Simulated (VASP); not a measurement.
# Mg: surface energy and work function by face, part 4 of 4

How do surface energy, work function and relaxation of Mg depend on the face?

VASP 6.6.1; PBE; plane waves and PAW (Mg).

So far. Step 5 (Potential and states of the slab, 8 atoms, face …): The vacuum level lies 3.65 eV above the Fermi level at the upper face; both faces agree, as the slab has next to no dipole. Step 6 (Relaxing the slab, 12 atoms, face Mg(10-10)): The run ended after 8 ionic steps, 0.023 eV below its first step, once the forces on the free atoms met EDIFFG = -0.03.

## Step 7: Vacuum level and density of states, 12 atoms, face Mg(10-10)

File INCAR:

```
SYSTEM = Mg
PREC = Normal
ENCUT = 320
EDIFF = 1E-06
NELM = 120
ISMEAR = 1
SIGMA = 0.15
LREAL = .FALSE.
ALGO = Fast
GGA = PE
NBANDS = 24
LORBIT = 11
LWAVE = .FALSE.
LCHARG = .TRUE.
KPAR = 4
IDIPOL = 3
LDIPOL = .TRUE.
DIPOL = 0.5 0.5 0.5
LVHAR = .TRUE.
LVACPOTAV = .TRUE.
NEDOS = 1500
```

File POSCAR:

```
Mg
1.0
    3.1860766375      0.0000000000      0.0000000000
    0.0000000000      5.2007605247      0.0000000000
    0.0000000000      0.0000000000     29.7158576346
Mg
12
Direct
    0.0000000000      0.0000000000      0.2541530262
    0.5000000000      0.0000000000      0.3469678895
    0.5000000000      0.5000000000      0.2802079043
    0.0000000000      0.0000000000      0.4395757005
    0.0000000000      0.5000000000      0.3744766913
    0.5000000000      0.0000000000      0.5320834976
    0.5000000000      0.5000000000      0.4679165024
    0.0000000000      0.0000000000      0.6255233087
    0.0000000000      0.5000000000      0.5604242995
    0.5000000000      0.0000000000      0.7197920957
    0.5000000000      0.5000000000      0.6530321105
    0.0000000000      0.5000000000      0.7458469738
```

File KPOINTS:

```
Automatic mesh
0
Gamma
9 6 1
0 0 0
```

Potentials, in the order of the species: Mg (PBE family, release 64).

Launch:

```console
> mpirun -np 4 vasp_std
```

The program printed:

```text
[... set-up lines as in an earlier step ...]
 entering main loop
       N       E                     dE             d eps       ncg     rms          rms(c)
DAV:   1     0.275271774849E+02    0.27527E+02   -0.49093E+03   960   0.460E+02
DAV:   2    -0.152751045021E+02   -0.42802E+02   -0.40497E+02  1344   0.757E+01
DAV:   3    -0.171111597763E+02   -0.18361E+01   -0.17901E+01  1320   0.150E+01
DAV:   4    -0.171586179609E+02   -0.47458E-01   -0.47440E-01  1336   0.291E+00
DAV:   5    -0.171603375625E+02   -0.17196E-02   -0.17196E-02  1520   0.523E-01    0.266E+00
RMM:   6    -0.172273953866E+02   -0.67058E-01   -0.46389E-01  1079   0.105E+00    0.207E+00
RMM:   7    -0.167821906487E+02    0.44520E+00   -0.11212E-01  1078   0.607E-01    0.135E+00
RMM:   8    -0.167113224433E+02    0.70868E-01   -0.56314E-02  1077   0.701E-01    0.367E-01
RMM:   9    -0.167078020278E+02    0.35204E-02   -0.80485E-03  1184   0.364E-01    0.879E-02
RMM:  10    -0.167077644414E+02    0.37586E-04   -0.19690E-03  1215   0.183E-01    0.380E-02
RMM:  11    -0.167078293908E+02   -0.64949E-04   -0.47739E-04  1234   0.910E-02    0.140E-02
RMM:  12    -0.167078327516E+02   -0.33608E-05   -0.19720E-04  1210   0.509E-02    0.101E-02
RMM:  13    -0.167078932178E+02   -0.60466E-04   -0.10894E-04  1126   0.314E-02    0.429E-03
RMM:  14    -0.167079166333E+02   -0.23415E-04   -0.23763E-05  1126   0.177E-02    0.303E-03
RMM:  15    -0.167079403588E+02   -0.23726E-04   -0.12699E-05  1109   0.107E-02    0.144E-03
RMM:  16    -0.167079676002E+02   -0.27241E-04   -0.34518E-06  1000   0.670E-03    0.104E-03
RMM:  17    -0.167079882103E+02   -0.20610E-04   -0.23157E-06   959   0.415E-03    0.515E-04
RMM:  18    -0.167080028142E+02   -0.14604E-04   -0.85369E-07   853   0.276E-03    0.425E-04
RMM:  19    -0.167080062282E+02   -0.34140E-05   -0.24999E-07   702   0.176E-03    0.884E-05
RMM:  20    -0.167080067226E+02   -0.49445E-06   -0.49118E-08   503   0.115E-03
 [... a notice as in an earlier step ...]

   1 F= -.16708007E+02 E0= -.16706087E+02  d E =-.576006E-02
```

Wall time 15 s (4 MPI ranks of Intel Xeon 6975P-C (Granite Rapids), shared host); peak memory 1 GiB; 57 s of CPU time.

From OUTCAR (step 7):

```text
   NELECT =      24.0000    total number of electrons

 dipolmoment           0.000000      0.000000     -0.000000 electrons x Angstroem

 E-fermi :  -0.0953

 k-point     1 :       0.0000    0.0000    0.0000
  band No.  band energies     occupation
    ...
     11      -0.8441      2.00000
     12      -0.8209      2.00000
     13      -0.4583      2.00328
     14      -0.2061      1.94526
     15      -0.0980      1.03066
     16       0.4564     -0.00000
     17       0.8123     -0.00000
     18       1.0132     -0.00000
     19       1.4154     -0.00000
     20       1.8978     -0.00000
    ...

  Total       -1.3775759     -1.0877361     -0.3185294      0.0000000      0.0000000      0.0000000
  in kB       -4.4824429     -3.5393441     -1.0364510      0.0000000      0.0000000      0.0000000
  external PRESSURE =      -3.0194127 kB  Pullay stress =       0.0000000 kB

 POSITION                                       TOTAL-FORCE (eV/Angst)
 -----------------------------------------------------------------------------------
      0.00000      0.00000      7.55238         0.000000      0.000000      0.011879
      1.59304      0.00000     10.31045         0.000000      0.000000      0.010528
      1.59304      2.60038      8.32662         0.000000      0.000000      0.011839
      0.00000      0.00000     13.06237         0.000000      0.000000     -0.008727
      0.00000      2.60038     11.12790         0.000000      0.000000     -0.013022
      1.59304      0.00000     15.81132         0.000000      0.000000     -0.001832
      1.59304      2.60038     13.90454         0.000000      0.000000      0.001832
      0.00000      0.00000     18.58796         0.000000      0.000000      0.013022
      0.00000      2.60038     16.65349         0.000000      0.000000      0.008727
      1.59304      0.00000     21.38924         0.000000      0.000000     -0.011839
      1.59304      2.60038     19.40541         0.000000      0.000000     -0.010528
      0.00000      2.60038     22.16348         0.000000      0.000000     -0.011879
 -----------------------------------------------------------------------------------
    total drift:                               -0.000000     -0.000000     -0.000000

  FREE ENERGIE OF THE ION-ELECTRON SYSTEM (eV)
  ---------------------------------------------------
  free  energy   TOTEN  =       -16.7080067226 eV

  energy  without entropy=      -16.7022466658  energy(sigma->0) =      -16.70608670

 vacuum level on the upper side and lower side of the slab         3.536         3.536

[... 8 parts as in an earlier step ...]

[... 9 further parts left out ...]
```

This step gave:

```
electronic cycles                          : 20
Fermi energy                               : -0.0953 eV
vacuum levels                              : 3.536, 3.536 eV
work functions of the upper and lower face : 3.631, 3.631 eV
```

The planar average of the electrostatic potential oscillates, so the rows of the table below give means over windows of 2.76 Å about each position, cut where the curve ends. Its maxima inside the range that stand out by 2 % of the span (Å: eV): 9.3: 0.177, 12.1: 0.0406, 14.9: -0.0445, 17.6: 0.0406, 20.4: 0.177. Its minima: 8.0: -5.36, 10.7: -5.15, 13.5: -5.06, 16.2: -5.06, 19.0: -5.15, 21.8: -5.36.

Zero at the Fermi level. Table of planar average of the electrostatic potential by height; means over each step:

```
height (Å)  planar average of the electrostatic potential (eV)
      1.38                                                3.63
      4.14                                                3.59
      6.90                                              -0.811
      9.66                                               -2.55
     12.42                                               -2.59
     15.18                                               -2.64
     17.94                                               -2.61
     20.70                                               -2.60
     23.46                                                1.20
     26.22                                                3.62
     28.98                                                3.63
```

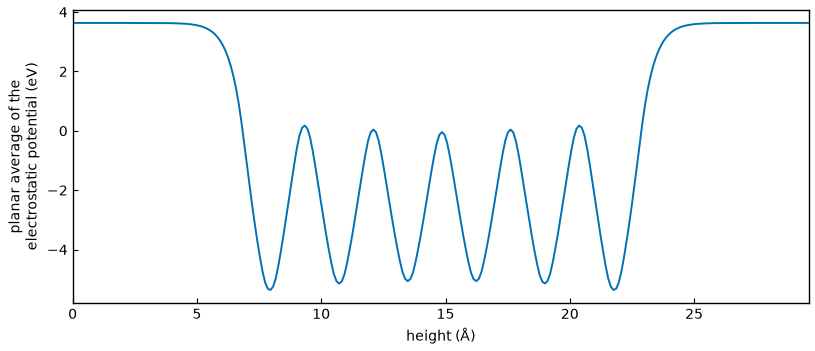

Planar average of the electrostatic potential against height.

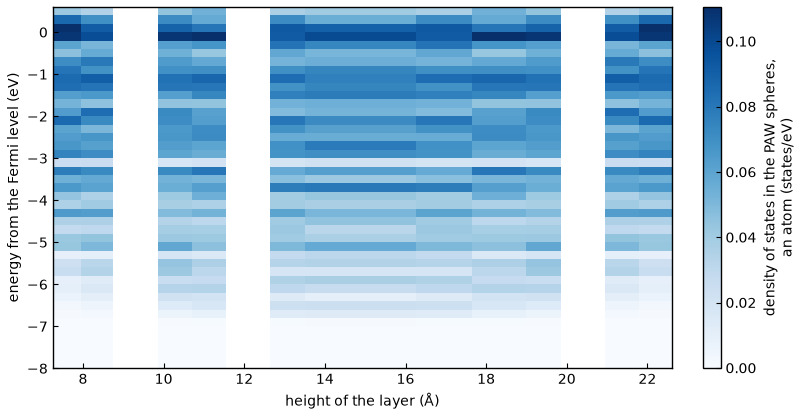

Density of states in the PAW spheres, an atom over height of the layer and energy from the Fermi level.

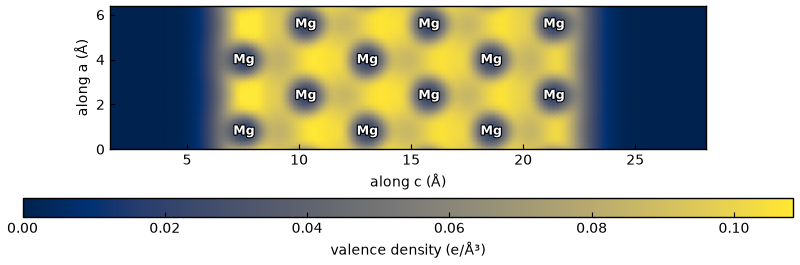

Valence density in the ca plane at fractional y = 0.000, with atoms of Mg within 0.2 Å of it. It is the smooth field of the valence electrons, not physical close to the nuclei. The map starts off the cell's origin, so that atoms lie inside it. The far vacuum is left out of the map.

The map of layer states is cut here 0.5 eV above the Fermi level, so it leaves out the states above that.

The vacuum level lies 3.63 eV above the Fermi level at the upper face; both faces agree, as the slab has next to no dipole.

The program found no field-free point at its default tolerance, but its printed level agrees with the flat part of the planar average.

On this mesh the fine structure of the density of states is sampling noise, and high empty states may be cut by the number of bands.

## Step 8: The faces side by side

This step: surfaces of a metal, PBE; plane waves and PAW (VASP 6.6.1).

This step runs nothing: it gathers the runs above.

Symmetric slabs, all atoms free. All faces:

```
     face  layers  area a surface atom (Å²)  work function (eV)  surface energy as cut (J/m²)  surface energy relaxed (J/m²)  change of the top spacing (%)
 Mg(0001)       8                     8.791               3.654                        0.5838                         0.5765                            0.6
Mg(10-10)      12                     16.57               3.631                        0.6794                         0.6682                         -15.82
```

Each surface energy is the slab's energy less its number of atoms times the bulk energy of -1.5074 eV, over twice the cell's area.

## Step 9: Results

| Quantity | Value |
| --- | --- |
| Mg(0001) | 0.58 J/m², 3.65 eV |
| Mg(10-10) | 0.67 J/m², 3.63 eV |

What this shows: The cheapest face is Mg(0001) at 0.58 J/m², against 0.67 for Mg(10-10). The work functions are 3.65 eV for Mg(0001) and 3.63 eV for Mg(10-10). The work functions lie within the mesh's noise of each other at the top. The densest face is also the cheapest, since it cuts the fewest bonds an area. The top spacing changes by +0.6 % on Mg(0001) and -15.8 % on Mg(10-10). Of the two ends of the prism face, the one with the short outer spacing was run. One thickness was run for each face, and bulk and slab meshes don't match, which leaves some hundredths of a J/m². The cells are 1 × 1 and can't reconstruct.

[Lines on the potential files, build, host, timing and source positions are cut from VASP's logs without a mark.]

[Logs are printed without paths, hosts, clocks, repeated set-up lines and the standing remarks that a program may print on its own settings, such as how far it seeks lower states.]

[Hosts, paths, dates, database ids (printed as entryN), source tags and the programs' standing remarks are cut or masked in the printed files.]

[Runs that stopped without an error message from VASP are left out.]
